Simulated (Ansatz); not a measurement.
## Electronic structure of ClH3Si···SiH4 in real space

Input

```
crystal:
  periodic: [false, false, false]
  atoms:
    - { symbol: Si, position_ang: [0.342251, -0.02582, -0.028624] }
    - { symbol: Cl, position_ang: [0.993868, 0.073218, 1.984657] }
    - { symbol: H, position_ang: [1.547937, 0.097337, -0.896818] }
    - { symbol: H, position_ang: [-0.590613, 1.106238, -0.282909] }
    - { symbol: H, position_ang: [-0.329138, -1.330982, -0.251762] }
    - { symbol: Si, position_ang: [-2.852531, 0.018058, 1.233455] }
    - { symbol: H, position_ang: [-2.857323, -0.869977, 0.033932] }
    - { symbol: H, position_ang: [-3.958826, -0.401568, 2.141847] }
    - { symbol: H, position_ang: [-3.086376, 1.43086, 0.806893] }
    - { symbol: H, position_ang: [-1.57565, -0.097364, 1.953629] }
basis:
  gaussian: { orbitals: "6-31G*" }
hamiltonian:
  xc: blyp
  dispersion: d4
relax:
  f_tol: 0.03
  max_steps: 50
output:
  orbitals: {}
```

Launched as:

```sh
ansatz run input.yaml --threads 1 --pin off --max-ram 2048MiB --backend cpu --events-out ev --progress --plain --runs-dir out
```

The fields are those of the run's last geometry, not of the input's.

These are results of RKS BLYP-D4/6-31G* in Ansatz, not measurements.

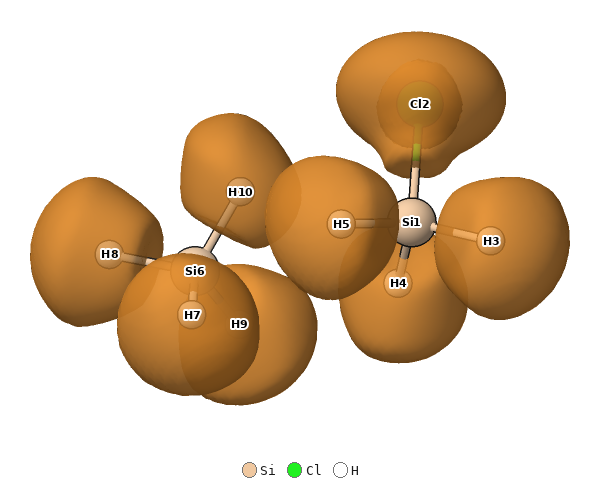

Figure 1. Isosurface of the ELF at 0.75 (orange), seen at a tilt. Core shells and regions of very low density are left out.

What do the ELF domains correspond to?

Answer. The surface consists of seven regions around hydrogen nuclei and one region on Cl in which the atom's valence shell and bonds are merged.


Si1···Si6 (4.12 Å): the ELF dips to about 0 between them; a non-bonded, intermolecular contact. Si–Cl (2.10 Å): the ELF peaks at about 0.90 between the atoms, as expected for a shared but strongly polarised pair.

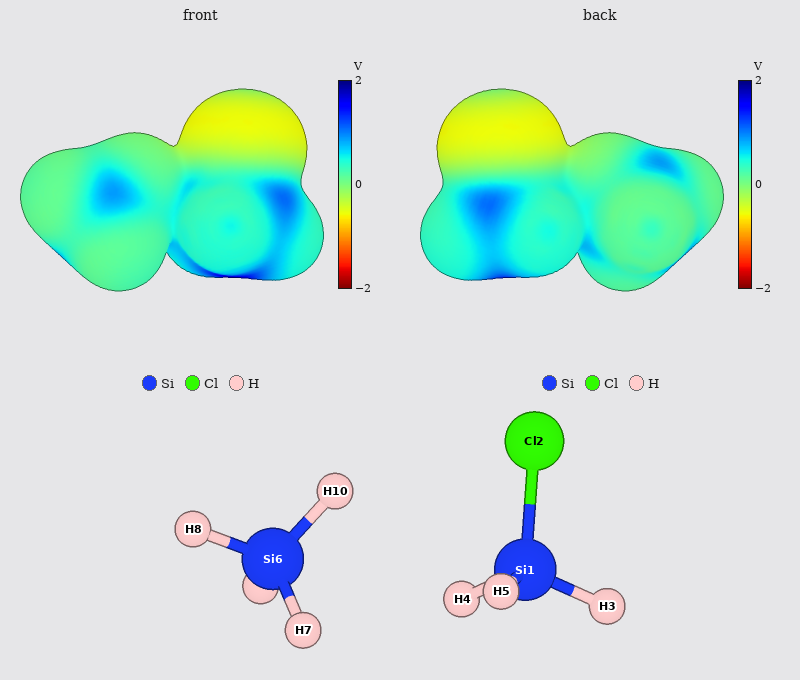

Figure 2. The molecular electrostatic potential painted on the density surface at 0.002 e/bohr³, seen from the front and from behind; red is negative and blue positive. The bare structure is drawn below in the same view.

Which sites attract a positive test charge, and which a negative one?

Answer. A positive charge is drawn to the negative regions and a negative charge to the positive ones. The most negative region (about −0.6 V, or −14 kcal/mol for a unit charge) lies over Cl2, the most positive (about +1.6 V, or +37 kcal/mol for a unit charge) over Si1.

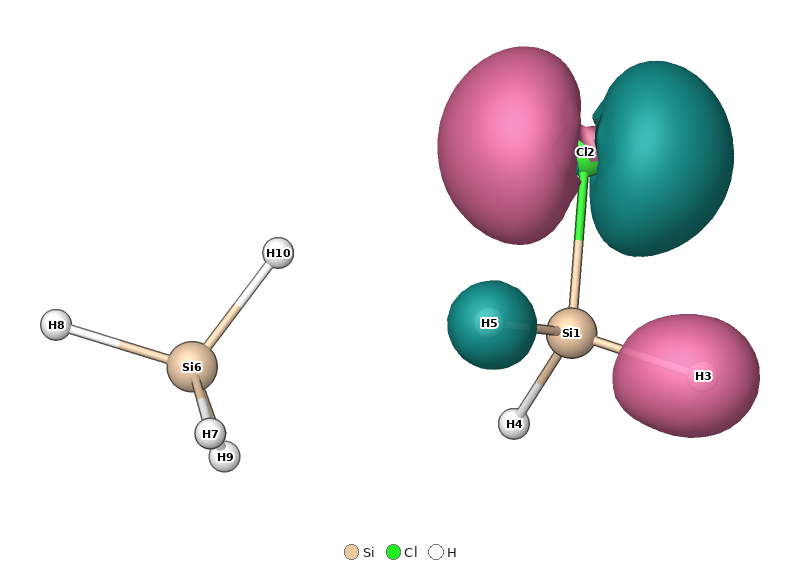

Figure 3. The HOMO at ±0.15 Å⁻³ᐟ² (teal and pink are the two phases), seen at a tilt.

What is the character of this orbital?

Answer. By Hirshfeld shares it lies mainly on Cl2 (about 75 %), Si1 (about 10 %) and H3 (about 10 %); largely a lone pair of Cl2. Its energy is −7.32 eV.

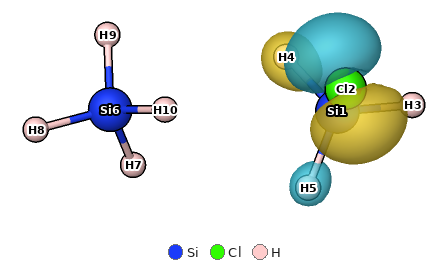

Figure 4. The HOMO−1 at ±0.2 Å⁻³ᐟ² (yellow and cyan are the two phases), seen from one side.

Describe this orbital and give its energy.

Answer. It lies mainly on Cl2 (about 75 %) and H4 (about 10 %); largely a lone pair of Cl2. Its energy is −7.34 eV.
